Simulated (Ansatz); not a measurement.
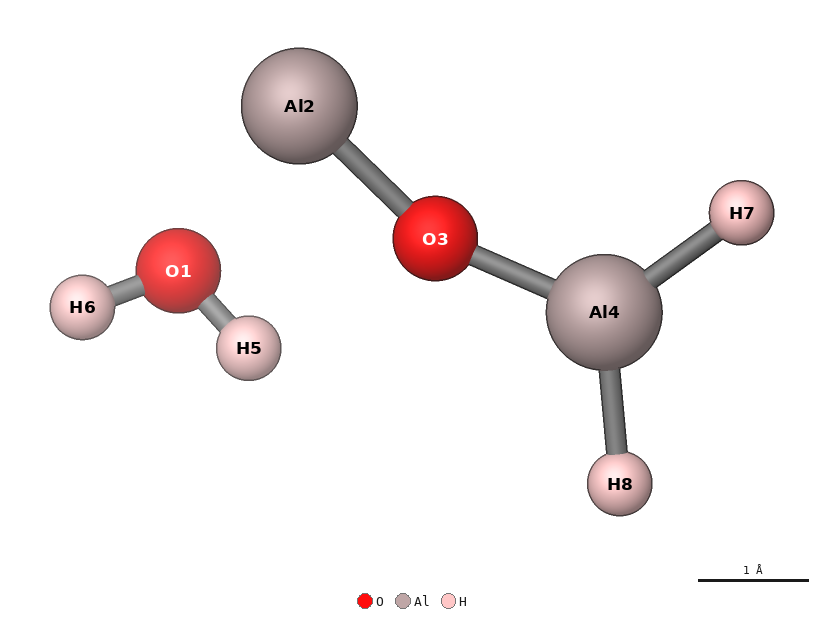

Orthographic view. Atoms fade into the background with distance from the viewer. The geometry was computed by an optimisation with PBE0-D4/def2-TZVP. No frequency run is at hand to confirm it as a minimum.

List all interatomic distances (Å) as a matrix.

```tsv
atom	O1	Al2	O3	Al4	H5	H6	H7	H8
O1	0.00							
Al2	2.29	0.00						
O3	2.64	1.74	0.00					
Al4	4.11	3.36	1.69	0.00				
H5	0.97	2.54	2.22	3.45	0.00			
H6	0.96	2.92	3.42	4.88	1.56	0.00		
H7	5.42	4.16	2.84	1.58	4.89	6.24	0.00	
H8	4.60	4.53	2.80	1.59	3.72	5.23	2.77	0.00
```
